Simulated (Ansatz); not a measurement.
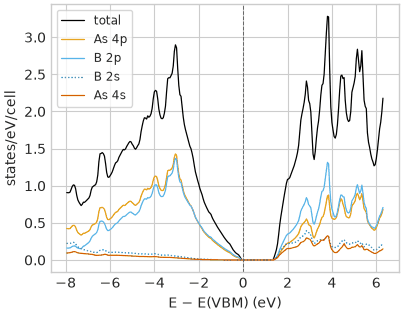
Figure: Total and projected density of states of BAs (wurtzite, P6_3mc), r²SCAN (plane waves, PAW; program Ansatz)

Question: Which orbitals carry the states next to the gap?

Answer: Top 1 eV of the valence band: B 2p 52 %, As 4p 46 %. Bottom 1 eV of the conduction band: B 2p 32 %, As 4p 21 %, B 2s 21 %, As 4s 14 %, outside the projected shells 12 %. Projections are on Löwdin-orthogonalised atomic valence shells; empty p or d shells of many metals are not among them.

Question: Where is the tallest occupied peak in this window, and what makes it?

Answer: Near -3.0 eV, about 2.9 states/eV per cell; the largest projected share is As 4p.

The workflow started from a Materials Project entry (that database holds measured and hypothetical structures alike); the Crystallography Open Database copy checked does not list it. It is not the phase usual at ambient conditions (space group No. 216). Symmetry was held in the r²SCAN relaxation; its stability against distortions is not shown here. Scalar-relativistic: spin–orbit coupling is off unless named, which matters more the heavier the elements.

Potentials: the later of the program's two PAW sets.
